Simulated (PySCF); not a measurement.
C₃H₁₀NPSi₂

The calculation's input:

```
{"job": {"kind": "nmr", "xc": "PBE0", "basis": "pcSseg-1", "solvent": "chloroform", "every": 1, "pop": false}, "charge": 0, "multiplicity": 1}
C     -2.407662    -1.179416    -0.210405
Si    -0.899069    -1.135150     0.938041
Si     0.530634     0.580621     0.229539
C      1.588121     0.144935    -1.312654
P      1.872687     1.424866     1.898537
C     -0.477954     2.052385    -0.358229
N     -1.134992     2.925576    -0.704931
H     -2.121244    -1.401790    -1.234649
H     -2.924712    -0.223603    -0.215842
H     -3.120519    -1.937150     0.101031
H     -0.210700    -2.434791     0.876376
H     -1.346750    -0.948095     2.322702
H      2.209809     0.981404    -1.625638
H      0.959794    -0.129344    -2.156092
H      2.245958    -0.695749    -1.103716
H      2.686371     1.794023     0.836396
H      2.518717     0.208633     1.707952
```

Run with:

```sh
OMP_NUM_THREADS=1 python ens_run.py task.json out
```

Geometry: GFN2-xTB, coordinate held.

All numbers below come from PBE0/pcSseg-1, SCF density, in a chloroform solvent model, non-relativistic (PySCF 2.14.0).

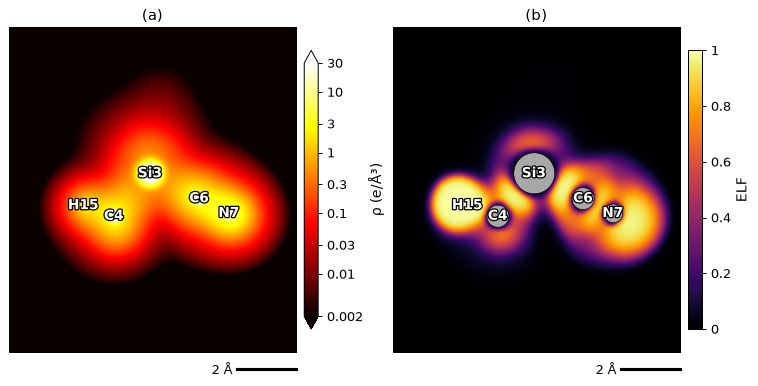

Figure 1. (a) electron density; (b) ELF on the plane of atoms C4, Si3 and C6. Grey discs cover the atomic cores in the ELF map.

What do the fields say about this system?

- The section cuts through Si, C, N and H sites.
- C–N (1.15 Å): the density is about 3.6 e/Å³ at the midpoint; the ELF peaks at about 0.85 between the atoms; a short, multiple covalent bond.
- C–Si (1.88 Å): the density is about 0.86 e/Å³ at the midpoint; the ELF peaks at about 1 between the atoms (a covalent bond).
- C–H (1.09 Å): ρ at the midpoint is about 1.9 e/Å³; the ELF climbs to about 1 towards the hydrogen, as it does in any bond to H: an ordinary covalent bond to hydrogen.
- C–Si (1.92 Å): ρ is about 0.89 e/Å³ halfway; the ELF peaks at about 0.95 between the atoms: a shared electron pair.
- The ELF also peaks beside N7, away from the bonds: lone-pair regions.

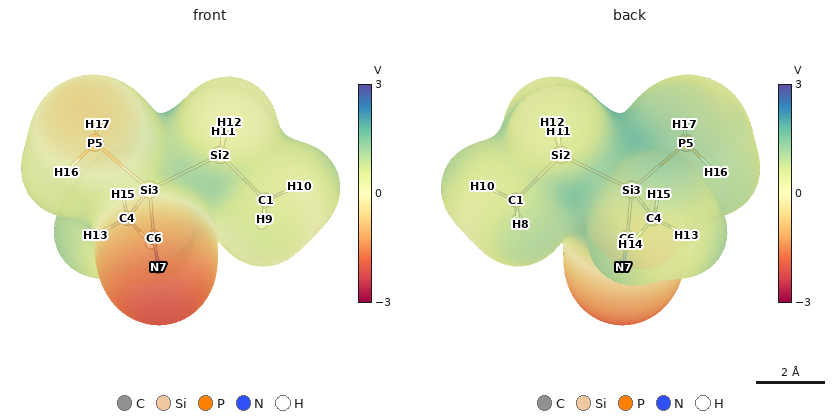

Figure 2. The molecular electrostatic potential painted on the density surface at 0.002 e/bohr³, seen from the front and from behind; the colour scale runs from red (negative) to blue (positive).

Which sites attract a positive test charge, and which a negative one?

A positive charge is drawn to the negative regions and a negative charge to the positive ones. The most negative region (about −2.1 V) lies over N7, the most positive (about +1.7 V) over Si2 and Si3. N7 is the likeliest acceptor of a hydrogen bond.

How polar is the molecule by this calculation?

Its dipole moment is 5.14 D.
